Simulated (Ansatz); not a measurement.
# What PtS2 monolayer (2H) distorts into, part 3 of 3

Which phase does PtS2 monolayer (2H) fall into along its unstable mode, and how much energy does it gain?

Ansatz 0.2.0; DFT PBE, scalar-relativistic, plane waves, PAW; PAW set soft_1.

So far. Step 5 (Energy along the mode, all amplitudes (two of the runs …): The lowest of the steps tried is at 0.08 Å, 5.09 meV/atom below the parent; the bottom of the well need not coincide with a step. Step 7 (The new phase in its own primitive cell): The largest force component left is 0.53 meV/Å, within the tolerances set.

## (8) Modes of the new phase, k-mesh 9×9×1

A relaxed structure may still be a saddle point, so its zone-centre modes are computed. No field response is asked, since the mesh shows no gap.

File input.yaml:

```yaml
crystal:
  lattice:
    - [5.112556328, 2.9517357724, 0.0]
    - [-1.0e-10, 5.9034715445, 0.0]
    - [0.0, 0.0, 30.0]
  atoms:
    - { symbol: Pt, position: [1.0624008528, 0.3333333333, 0.3333333333] }
    - { symbol: Pt, position: [0.3333333333, 0.6042658138, 0.3333333333] }
    - { symbol: Pt, position: [0.6042658138, 0.0624008528, 0.3333333333] }
    - { symbol: S, position: [0.3333333333, 0.9759193369, 0.381817931] }
    - { symbol: S, position: [0.6907473297, 0.3333333333, 0.381817931] }
    - { symbol: S, position: [-0.0240806631, 0.6907473297, 0.381817931] }
    - { symbol: S, position: [0.3333333333, 0.9759193369, 0.2848487356] }
    - { symbol: S, position: [0.6907473297, 0.3333333333, 0.2848487356] }
    - { symbol: S, position: [-0.0240806631, 0.6907473297, 0.2848487356] }
  periodic: [true, true, false]
kpoints:
  mp_grid: { grid: [9, 9, 1] }
hamiltonian:
  xc: pbe
  pseudopotentials: { kind: paw, azcp: { folder: soft_1 } }
scf:
  occupations: { method: methfessel_paxton, width: 0.2 }
output:
  eigenvalues: true
phonons:
  method: dfpt
```

Run with:

```console
> ansatz run input.yaml --threads 4 --pin off --max-ram 16384MiB --backend cpu --events-out ev --progress --plain --runs-dir out
```

Numbers of over 12 decimals in the logs are rounded to 6 here.

The log of the run:

```text
[...]
Crystal: 9 atoms, lattice volume = 905.455 Å³
Basis set: ecut = 420 eV, 17597 PW (Γ), exchange–correlation on 96×96×432 points (8 copies of the dense FFT grid, shifted against one another)
Bands: 54, of which v1, the nominal top of the filled ones, is band 45 counted from 1 (44 counted from 0)
Symmetry: 12 space group operations
k-points: 41 of 81 (irreducible under 1 space group operation, time reversal used)
[...]
SCF iter   1: F=—  HF=-42989.303220 eV  |F-HF|=—  |Δ(HF+E_count)|=         —  Δρ=4.31e-2  dr2=2.66e1  ethr=3.10e-3  ⟨swp⟩=14.9  Hψ=15729  notcnv=0
[...]
SCF iter  13: F=-42984.951729 eV  HF=-42984.951729 eV  |F-HF|=6.98e-10  |Δ(HF+E_count)|=   3.91e-9  S|Δr|=    0.00e0  Δρ=3.06e-8  dr2=9.62e-12  ethr=1.00e-12  ⟨swp⟩=30.2  Hψ=21612  notcnv=0
SCF 1 converged in 13 iterations: F = -42984.951729 eV  dr2 = 9.62e-12
[...]
DFPT response loops at Γ: preconditioner auto → none (partly filled bands, converged f_vac=0.775); β = 0.50; Broyden in place of MSR1
SCF converged after 13 iterations
[...]
Free energy (F): -42984.951729 eV
[...]
Internal energy: -42984.982457 eV  (E = F + TS)
E sigma→0 (E₀):  -42984.959411 eV
Entropy (-TS):   0.030728 eV (3.414 meV/atom)
Fermi energy:    -5.269029 eV
[...]
--- Band table (eV; the first three rows and the last of 41) ---
  k-point 0: bands = [... 41 lower, -6.5785, -6.5785, -5.7026, -5.4432, -5.4432, -5.1256, -4.7134, -4.7134, ... 5 higher]
  k-point 1: bands = [... 41 lower, -6.7055, -6.6644, -5.6930, -5.5605, -5.3139, -5.0785, -4.7881, -4.7400, ... 5 higher]
  k-point 2: bands = [... 41 lower, -6.9847, -6.8659, -5.8366, -5.6270, -5.0297, -4.9511, -4.9414, -4.8172, ... 5 higher]
  k-point 40: bands = [... 41 lower, -7.1028, -6.8411, -6.0410, -5.3236, -5.1899, -5.0733, -5.0428, -4.5459, ... 5 higher]
  ° read free of the cell's end (the report's vacuum.weakly_bound_levels)
--- Phonons (Γ-DFPT): 5 representative perturbations + reference, on 41 of 81 k-points (Σ response iterations 31) ---
  k mesh reduced under 1 symmetry operation, with k and −k counted as one. Each operation leaves every solved perturbation unchanged. A smaller set is not used because it would not reduce the number of displacements times k-points to solve
  ASR residual: 7.613e-5 → 0.000e0 eV/Å²; symmetrization residual: 1.403e-5 eV/Å²
  ASR residual per site (eV/Å²): 7.05e-5 7.61e-5 7.05e-5 2.75e-5 2.75e-5 2.75e-5 2.75e-5 2.75e-5 2.75e-5
  Γ frequencies (cm⁻¹): -162.63 -162.63 -16.79 0.00 0.00 0.00 46.65 46.65 113.27 115.98 115.98 164.21 164.21 171.67 181.41 181.41 183.19 188.24 222.67 227.87 227.87 264.43 264.43 267.78 312.86 312.86 362.96
  non-analytic LO–TO correction: not included (Born effective charges unavailable; polar crystals: no LO–TO splitting at Γ)
```

Wall time 18 min (4 threads of Arm Neoverse N1, shared host); peak memory 6.3 GiB; 69 min of CPU time.

Numbers from this step:

* sum-rule residual before enforcement: 7.61e-5 eV/Å²
* highest optical mode at the zone centre (no LO-TO term): 363.0 cm⁻¹
* lowest optical zone-centre mode: -162.6 cm⁻¹

Patterns of degenerate modes are one choice out of their space. Modes at Γ, with each element's share of the kinetic energy (negative means imaginary):

| mode | frequency (cm⁻¹) | symmetry | Pt % | S % |
| --- | --- | --- | --- | --- |
| 1 | -162.6 | E'' | 31 | 69 |
| 2 | -162.6 | E'' | 31 | 69 |
| 3 | -16.8 | A2'' | 6 | 94 |
| 4 | 0.0 | acoustic | 75 | 25 |
| 5 | 0.0 | acoustic | 75 | 25 |
| 6 | 0.0 | acoustic | 75 | 25 |
| 7 | 46.6 | E' | 59 | 41 |
| 8 | 46.6 | E' | 59 | 41 |
| 9 | 113.3 | A2' | 94 | 6 |
| 10 | 116.0 | E'' | 50 | 50 |
| 11 | 116.0 | E'' | 50 | 50 |
| 12 | 164.2 | E' | 58 | 42 |
| 13 | 164.2 | E' | 58 | 42 |
| 14 | 171.7 | A1'' | 0 | 100 |
| 15 | 181.4 | E'' | 15 | 85 |
| 16 | 181.4 | E'' | 15 | 85 |
| 17 | 183.2 | A1' | 97 | 3 |
| 18 | 188.2 | A2' | 6 | 94 |
| 19 | 222.7 | A1' | 2 | 98 |
| 20 | 227.9 | E' | 4 | 96 |
| 21 | 227.9 | E' | 4 | 96 |
| 22 | 264.4 | E'' | 3 | 97 |
| 23 | 264.4 | E'' | 3 | 97 |
| 24 | 267.8 | A2'' | 19 | 81 |
| 25 | 312.9 | E' | 4 | 96 |
| 26 | 312.9 | E' | 4 | 96 |
| 27 | 363.0 | A1' | 0 | 100 |

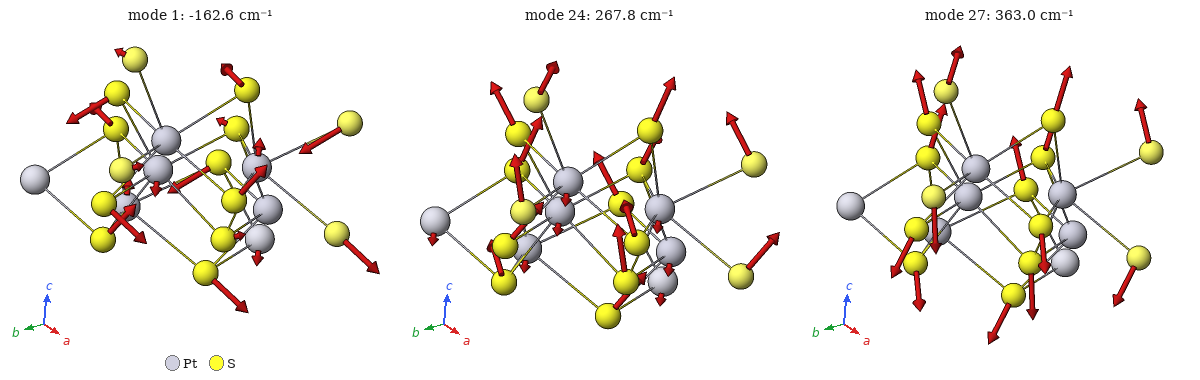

Displacement patterns of modes 1, 24 and 27 at Γ; arrows are exaggerated. Some periodic images of atoms are drawn too.

Before it was imposed, the acoustic sum rule was missed by 7.6e-5 eV/Å². Small misses are needed for a sound result but don't prove that mesh and cutoff are converged. The lowest optical mode is imaginary, 162.6i cm⁻¹, so the energy falls along it.

## (9) What came out

| Item | Value |
| --- | --- |
| unstable mode of the parent | q = (0.333, 0.333, 0), 105i cm⁻¹ |
| depth at the lowest point sampled | 5.09 meV/atom |
| largest atomic shift at that point | 0.08 Å |
| space group reached (within 0.01 Å) | P-62m |
| energy gained over the parent (first relaxation, on the mesh of the frozen mode) | 57.2 meV/atom |
| area per atom, phase reached | 3.35 Å² |
| lowest optical zone-centre mode, phase reached | -163 cm⁻¹ |
| highest optical mode at the zone centre (no LO-TO term), phase reached | 363 cm⁻¹ |

What this shows: Along this mode the structure falls into P-62m, 57.2 meV/atom below the parent. At the parent's cell the well is 5.088 meV/atom deep on the steps tried, with its lowest point at a shift of 0.08 Å. Relaxing atoms and cell changes the gain by +52.12 meV/atom against the lowest step (energies at zero smearing). Most of the total comes from this relaxation. The new phase still has an imaginary mode at the zone centre of its cell, so it is a saddle point on the way to a lower structure. Each path keeps the symmetry of its pattern, so a lower phase may lie along a pattern not tried. With no gap, or one that is small against the smearing, the frequencies hang on the k mesh and the smearing, most of all near Kohn anomalies. In a sheet or slab the interpolated bending branch near Γ is rough, since the rotational sum rule isn't imposed. A semilocal functional can close a gap that the real compound would have, so the metallic treatment may be an artefact of the level. Spin-orbit coupling is left out, which can matter for the heavy elements here. A phonon run warned that its eigensolver left some bands unconverged in a pass. The starting cell was built on a prototype and not taken from a measurement.

[Logs are printed without paths, hosts, clocks, repeated set-up lines and the standing remarks that a program may print on its own settings, such as how far it seeks lower states.]

[Hosts, paths, dates, database ids (printed as entryN), source tags and the programs' standing remarks are cut or masked in the printed files.]
